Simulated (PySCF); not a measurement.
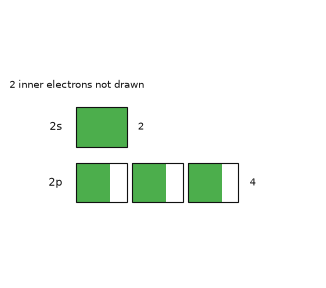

**Figure 1.** The outer shells of the nominal configuration: a box for each of the 2l + 1 orbitals, shaded by the share of the shell that is filled, with the electron count at the right.

**Ne²⁺: atomic calculation**

Ne²⁺, configuration 1s2 2s2 2p4, multiplicity 3. Computed at this level: unrestricted BHandHLYP, aug-cc-pVQZ, non-relativistic, point nucleus (PySCF).

### The input
```python
from pyscf import gto, scf, dft, mp, cc
import basis_set_exchange as bse
mol = gto.M(atom="Ne 0 0 0", charge=2, spin=2, symmetry="D2h",
            basis=gto.basis.parse(bse.get_basis("aug-cc-pVQZ", elements=["Ne"], fmt="nwchem")))
mf = dft.UKS(mol, xc="BHANDHLYP")
mf.irrep_nelec = {'Ag': (2, 2), 'B1u': (1, 0), 'B2u': (1, 1), 'B3u': (1, 0)}
mf.kernel()
```

The script is an equivalent of what the driver set up; the driver started from orbitals of its own, so the log can be shorter than this script's would be, and it computed the properties (radii, ⟨L²⟩, response) afterwards. It held the occupations shell by shell, which the script's counts by irreducible representation don't always enforce.

Hardware: 1 CPU thread, shared host.

### Log (extracts)
```
damping factor = 0
level_shift factor = 0
DIIS = <class 'pyscf.scf.diis.CDIIS'>
diis_start_cycle = 1
diis_space = 10
diis_damp = 0
SCF conv_tol = 1e-09
SCF conv_tol_grad = None
number electrons alpha = 5  beta = 3
XC functionals = BHANDHLYP
    A. D. Becke.,  J. Chem. Phys. 98, 1372 (1993)
    Defined through Gaussian implementation.
cycle= 1 E= -126.658967093582  delta_E= -0.00481  |g|= 0.0189  |ddm|= 0.148
cycle= 2 E= -126.659026961206  delta_E= -5.99e-05  |g|= 0.00297  |ddm|= 0.0078
cycle= 3 E= -126.659028691073  delta_E= -1.73e-06  |g|= 0.000758  |ddm|= 0.00272
cycle= 4 E= -126.659028782428  delta_E= -9.14e-08  |g|= 6.7e-05  |ddm|= 0.000784
cycle= 5 E= -126.659028784015  delta_E= -1.59e-09  |g|= 7.31e-06  |ddm|= 0.000106
cycle= 6 E= -126.659028784032  delta_E= -1.72e-11  |g|= 2.12e-07  |ddm|= 1.24e-05
converged SCF energy = -126.659028784032  <S^2> = 2.0020604  2S+1 = 3.0013733
```

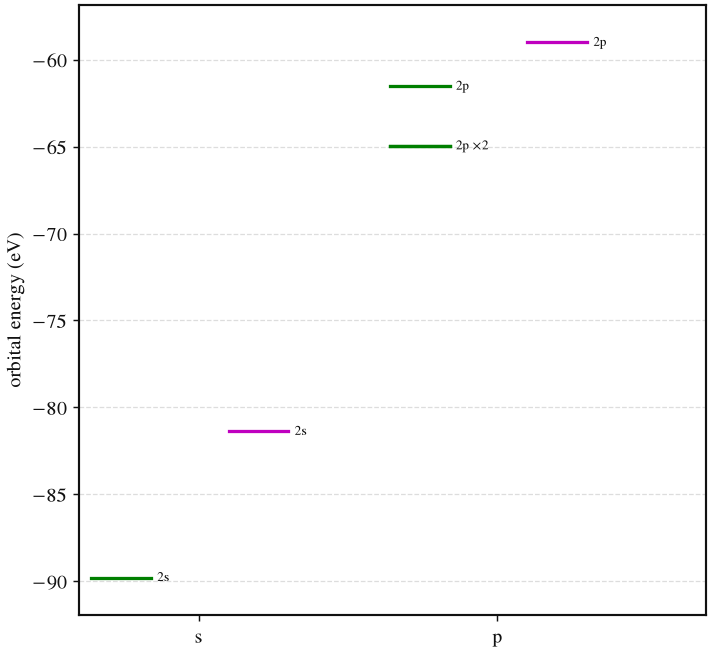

**Figure 2.** Orbital energies of the mean field, from the top down to −89.8 eV, by angular momentum, α spin at the left of each column and β at the right; ×n counts the orbitals under one label. The highest filled orbital is 2p β at −59.0 eV, the lowest empty one p β at −44.7 eV.

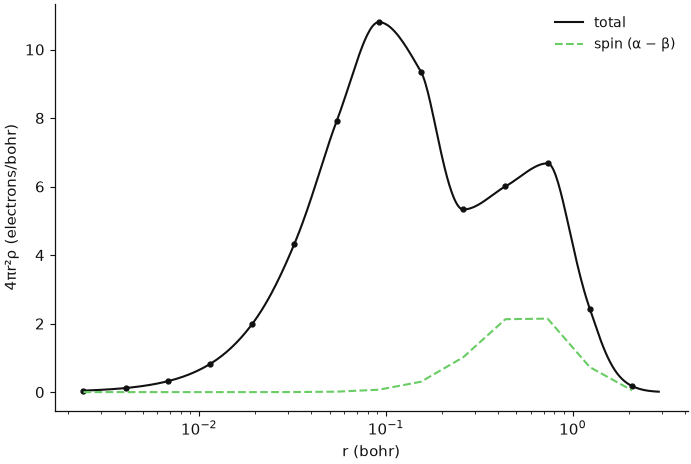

**Figure 3.** Spherically averaged radial density 4πr²ρ of the mean field and its spin part; markers are the stored points, which are sparse, and the line is a monotone interpolation between them. The largest stored value is 10.8 electrons/bohr at r = 0.092 bohr. Root-mean-square radii of the shells: 1s 0.183, 2p 0.905, 2s 0.909 bohr.

### Results in brief

- outcome: converged
- total energy: −126.659029 hartree
- kinetic energy: 126.436782 hartree
- ⟨S²⟩: 2.002
- ⟨L²⟩: 2.00
- SCF iterations: 6
- CPU time: 0.62 s (integrals apart)
